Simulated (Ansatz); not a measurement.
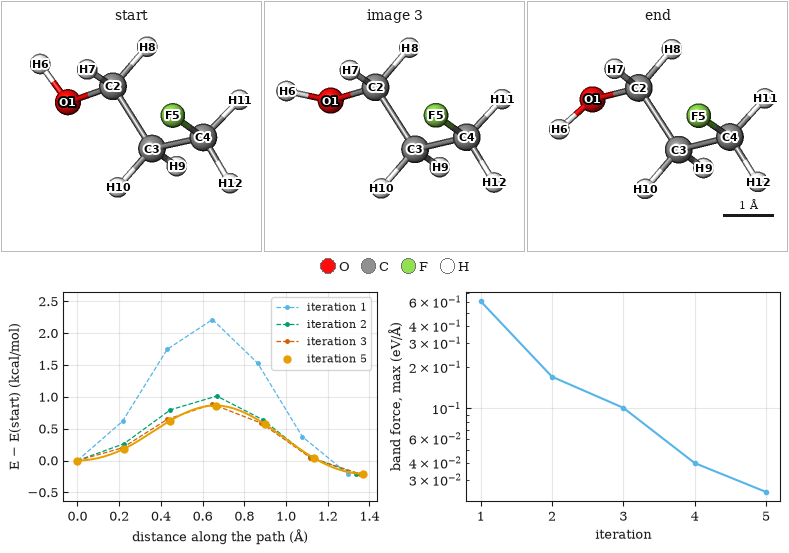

NEB run on C3H7FO. Images are numbered from 0 (start) to 6 (end). The plot follows the band through its iterations. A ball-and-stick model, seen from a free direction.

Method: RKS B3LYP-D4/6-31G* in Ansatz 0.2.0.

The input:
```yaml
crystal:
  periodic: [false, false, false]
  atoms:
    - { symbol: O, position_ang: [-1.158889, -0.830896, 1.667715] }
    - { symbol: C, position_ang: [-0.860006, -0.418931, 0.339112] }
    - { symbol: C, position_ang: [0.566683, 0.113386, 0.332918] }
    - { symbol: C, position_ang: [1.020021, 0.551389, -1.046855] }
    - { symbol: F, position_ang: [0.174593, 1.553069, -1.528448] }
    - { symbol: H, position_ang: [-2.091528, -1.091854, 1.695324] }
    - { symbol: H, position_ang: [-1.542758, 0.371197, -0.004586] }
    - { symbol: H, position_ang: [-0.944344, -1.260962, -0.369621] }
    - { symbol: H, position_ang: [1.245229, -0.66798, 0.699055] }
    - { symbol: H, position_ang: [0.636751, 0.955966, 1.03052] }
    - { symbol: H, position_ang: [0.991588, -0.282219, -1.761522] }
    - { symbol: H, position_ang: [2.03966, 0.952736, -1.019611] }
basis:
  gaussian: { orbitals: "6-31G*" }
hamiltonian:
  xc: b3lyp
  dispersion: d4
neb:
  order_check: false
  images: 5
  f_tol: 0.03
  max_iterations: 60
  initial_path: idpp
  final_atoms:
    - { symbol: O, position_ang: [-1.37545146, -1.10660725, 1.43701362] }
    - { symbol: C, position_ang: [-0.91535454, -0.55163051, 0.21133887] }
    - { symbol: C, position_ang: [0.49098036, 0.04053185, 0.32687825] }
    - { symbol: C, position_ang: [1.00917754, 0.58398108, -0.99233906] }
    - { symbol: F, position_ang: [0.16436712, 1.59867098, -1.44648292] }
    - { symbol: H, position_ang: [-1.49998817, -0.37429689, 2.0604086] }
    - { symbol: H, position_ang: [-1.60688666, 0.21120404, -0.17350522] }
    - { symbol: H, position_ang: [-0.91298153, -1.38110701, -0.50490226] }
    - { symbol: H, position_ang: [1.17947489, -0.7314708, 0.693451] }
    - { symbol: H, position_ang: [0.49030638, 0.85173074, 1.0684544] }
    - { symbol: H, position_ang: [1.03664807, -0.19933068, -1.76140578] }
    - { symbol: H, position_ang: [2.016708, 1.00322544, -0.8849085] }
```

Command:
```bash
ansatz run input.yaml --threads 1 --pin off --max-ram 2048MiB --backend cpu --events-out ev --progress --plain --runs-dir out
```

Did the band converge, and can the barrier be trusted?

Answer. The result is final at these settings. The band converged in 5 iterations. The largest component of the band force went from 0.61 to 0.025 eV/Å. The climbing image converged on the top of the path. Its vibrational analysis gives one imaginary mode (285i cm⁻¹), as a transition state must have. The first iteration put the highest image at 2.22 kcal/mol. Forward barrier 0.86 kcal/mol, backward barrier 1.07 kcal/mol, with image 3 at the top; the reaction energy is −0.21 kcal/mol.

The run took 110 s on 1 thread of Intel(R) Xeon(R) Platinum 8488C (Sapphire Rapids), with other jobs on the host, peak memory 0.2 GiB.
